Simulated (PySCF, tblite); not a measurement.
# BH₂F: geometry, vibrations

What do calculations give for the geometry, vibrations of BH₂F (`BF`)?

Computed with tblite 0.8.0 and PySCF 2.14.0 and routines of our own; the level stands in each step. Atoms count from 0.

## (1) The starting structure

4 atoms, charge 0, multiplicity 1; geometry from: start built from the parent or by distance geometry.

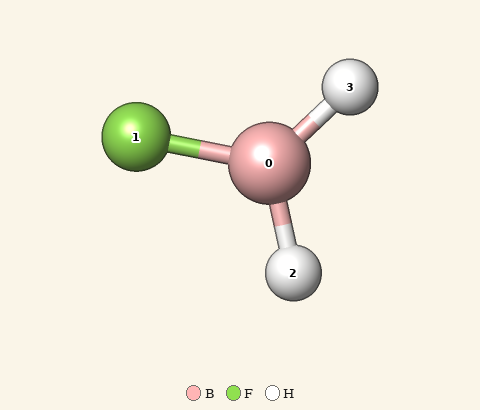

The starting geometry (boron pink, fluorine green, hydrogen white).

## (2) Relaxing the molecule with GFN2-xTB

The job: settings as JSON, then the geometry in Å.

```
{"job": {"kind": "relax", "xc": "GFN2-xTB", "basis": "xTB"}, "charge": 0, "multiplicity": 1}
B     -0.063400    -0.020600    -0.201000
F      1.311700    -0.186900    -0.553300
H     -0.537100     0.984600    -0.611500
H     -0.690700    -0.767600     0.448500
```

On the command line:

```sh
$ OMP_NUM_THREADS=1 python redox_run.py task.json out
```

One launch serves the whole session: the jobs run in the order shown.

What it wrote:

```text
step      E/eV     max force
  0    -190.85996    3.510
  1    -191.07199    1.614
  2    -191.10900    1.557
  3    -191.13115    0.539
  4    -191.14595    0.338
  5    -191.15195    0.323
  6    -191.15708    0.204
  7    -191.15835    0.082
  8    -191.15852    0.020
  9    -191.15854    0.019
 10    -191.15856    0.015
 11    -191.15858    0.009
```

It took 0.02 s on 1 thread of Arm Neoverse V2, shared host.

Step by step:

```tsv
step	energy from step 0 (eV)	largest force (eV/Å)
0	0.0000	3.5102
1	-0.2120	1.6137
2	-0.2490	1.5568
3	-0.2712	0.5392
4	-0.2860	0.3380
5	-0.2920	0.3228
6	-0.2971	0.2036
7	-0.2984	0.0817
8	-0.2986	0.0205
9	-0.2986	0.0193
10	-0.2986	0.0147
11	-0.2986	0.0086
```

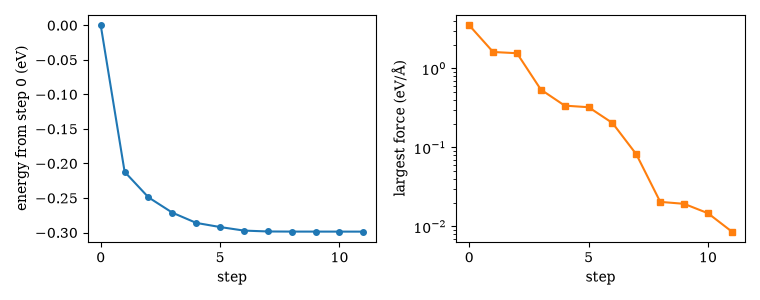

Energy and largest force along the relaxation.

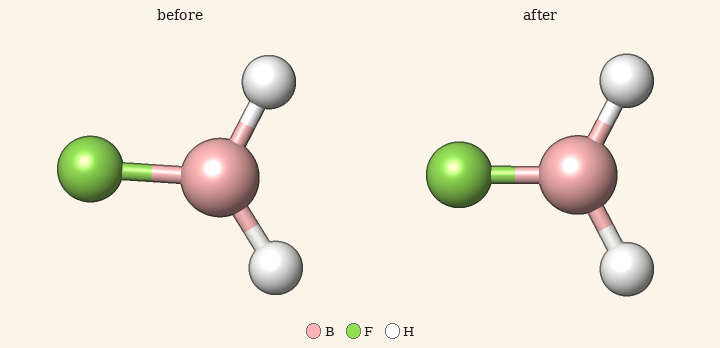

Before and after, at one scale.

Distances of close pairs at the start and the end, largest changes first:

```tsv
bond	before (Å)	after (Å)	change (Å)
B0–F1	1.429	1.305	-0.124
B0–H2	1.185	1.172	-0.013
B0–H3	1.172	1.172	+0.000
```

The end geometry stands in the next job.

## (3) Vibrational analysis with GFN2-xTB

The job: settings as JSON, then the geometry in Å.

```
{"job": {"kind": "ir", "xc": "GFN2-xTB", "basis": "xTB"}, "charge": 0, "multiplicity": 1}
B     -0.049166     0.012288    -0.216971
F      1.203740    -0.215527    -0.503344
H     -0.525330     1.001224    -0.627630
H     -0.608776    -0.788439     0.430597
```

What it wrote:

```text
mode    cm-1     km/mol
  1     863.7    168.15
  2     947.6     75.27
  3    1124.3      0.74
  4    1304.6    209.24
  5    2616.6     74.36
  6    2661.8    144.73
ZPE 56.934  H(298)-E 67.219  G(298)-E 0.767 kJ/mol  S 222.88 J/(mol K)
```

It took 0.04 s on 1 thread of Arm Neoverse V2, shared host.

The strongest bands and the atoms that carry them (share of the mass-weighted mode):

```tsv
cm⁻¹	km/mol	atoms
864	168.2	H2 36 %, H3 36 %, B0 26 %
948	75.3	H2 37 %, H3 37 %, B0 20 %
1124	0.7	H3 40 %, H2 40 %, F1 16 %
1305	209.2	B0 59 %, F1 24 %
2617	74.4	H3 50 %, H2 47 %
2662	144.7	H2 45 %, H3 43 %, B0 12 %
```

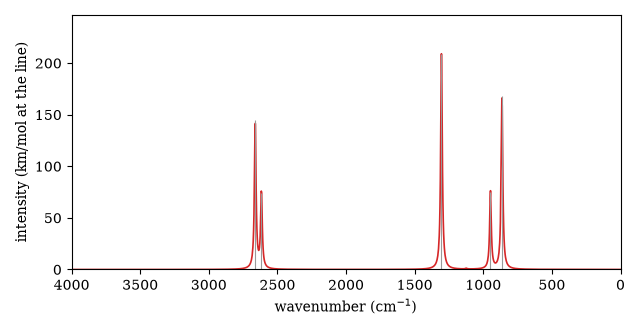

The infrared spectrum from these modes, unscaled. Lines are broadened to a width of 14 cm⁻¹ (Lorentzian).

## (4) Geometry optimisation at PBE0-D3(BJ)/ma-def2-SVP

The job: settings as JSON, then the geometry in Å.

```
{"job": {"xc": "PBE0", "basis": "ma-def2-SVP", "d3": "d3bj", "grid": 1, "kind": "geom"}, "charge": 0, "multiplicity": 1}
B     -0.049166     0.012288    -0.216971
F      1.203740    -0.215527    -0.503344
H     -0.525330     1.001224    -0.627630
H     -0.608776    -0.788439     0.430597
```

What it wrote:

```text
step   0  E = -125.69267691  max force = 0.016265
step   1  E = -125.69420532  max force = 0.001128
step   2  E = -125.69421591  max force = 0.000292
optimisation converged
```

Run time: 0.91 s. Hardware: 1 thread of Arm Neoverse V2, shared host; peak memory 0.26 GiB.

Along the way:

```tsv
step	energy from step 0 (eV)	largest force component (eV/Å)
0	0.0000	0.8364
1	-0.0416	0.0580
2	-0.0419	0.0150
```

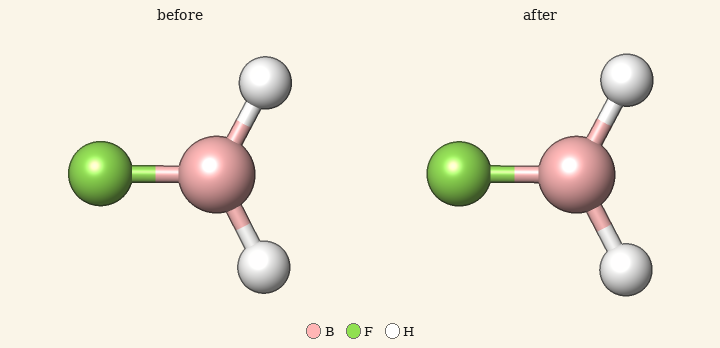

Before and after, at one scale.

Close pairs (by a distance rule), those that changed most:

```tsv
bond	before (Å)	after (Å)	change (Å)
B0–H2	1.172	1.209	+0.037
B0–H3	1.172	1.209	+0.037
B0–F1	1.305	1.322	+0.016
```

The end geometry stands in the next job.

```tsv
at the end point	value
point group (found at 0.08 Å tolerance)	C2v
rotational constants (GHz, main isotopes)	218.8, 31.845, 27.799
dipole moment (D)	0.84
```

## (5) Harmonic vibrations (BH₂F): PBE0-D3(BJ)/ma-def2-SVP

The job: settings as JSON, then the geometry in Å.

```
{"job": {"xc": "PBE0", "basis": "ma-def2-SVP", "d3": "d3bj", "grid": 2, "kind": "hessian"}, "charge": 0, "multiplicity": 1}
B     -0.043274     0.010298    -0.219851
F      1.233433    -0.209659    -0.481767
H     -0.539099     1.024052    -0.652980
H     -0.631986    -0.816064     0.437091
```

What it wrote:

```text
coarse grid: 3416 points
cycle   1  E = -125.6549090385  dE = -3.736e-02  |g| = 3.594e-01  |ddm| = 1.735e+00
cycle   2  E = -125.6223613163  dE =  3.255e-02  |g| = 5.821e-01  |ddm| = 5.604e-01
cycle   3  E = -125.6776008947  dE = -5.524e-02  |g| = 1.476e-02  |ddm| = 3.399e-01
cycle   4  E = -125.6776448079  dE = -4.391e-05  |g| = 3.642e-03  |ddm| = 1.478e-02
cycle   5  E = -125.6776476260  dE = -2.818e-06  |g| = 5.945e-04  |ddm| = 4.370e-03
final grid: 33560 points
cycle   6  E = -125.6942045576  dE = -1.677e-05  |g| = 1.641e-03  |ddm| = 1.796e-02
cycle   7  E = -125.6942050840  dE = -5.264e-07  |g| = 1.069e-03  |ddm| = 3.082e-03
cycle   8  E = -125.6942053612  dE = -2.772e-07  |g| = 2.876e-04  |ddm| = 1.100e-03
cycle   9  E = -125.6942053738  dE = -1.262e-08  |g| = 7.444e-05  |ddm| = 2.053e-04
cycle  10  E = -125.6942053748  dE = -9.820e-10  |g| = 4.992e-06  |ddm| = 5.740e-05
cycle  11  E = -125.6942053748  dE = -5.343e-12  |g| = 2.039e-07  |ddm| = 5.220e-06
converged SCF energy = -125.6942053748

mode    cm-1
  1    1008.5
  2    1066.1
  3    1162.4
  4    1337.1
  5    2580.5
  6    2696.0
ZPE 58.919  H(298)-E 69.080  G(298)-E 2.635 kJ/mol  S 222.86 J/(mol K)
```

It took 3.9 s on 1 thread of Arm Neoverse V2, shared host; peak memory 0.52 GiB.

Zero-point energy 58.92 kJ/mol (xTB gave 56.93).

## (6) Outcome

```
                                 quantity                     value
strongest single infrared mode (GFN2-xTB)     1305 cm⁻¹, 209 km/mol
             zero-point energy (GFN2-xTB)             13.6 kcal/mol
                              point group                       C2v
     rotational constants (main isotopes)  218.84, 31.84, 27.80 GHz
```

What this shows: All 6 modes are real, so the xTB geometry is a minimum. The strongest single mode, at 1305 cm⁻¹, moves mainly B0. GFN2-xTB is a fitted tight-binding method: band positions and strengths are rough. Its intensities can rank the bands wrongly. Over 2 steps the energy fell by 0.042 eV; of the close pairs, B0–H2 changed most, 1.172 to 1.209 Å (PBE0/ma-def2-SVP).
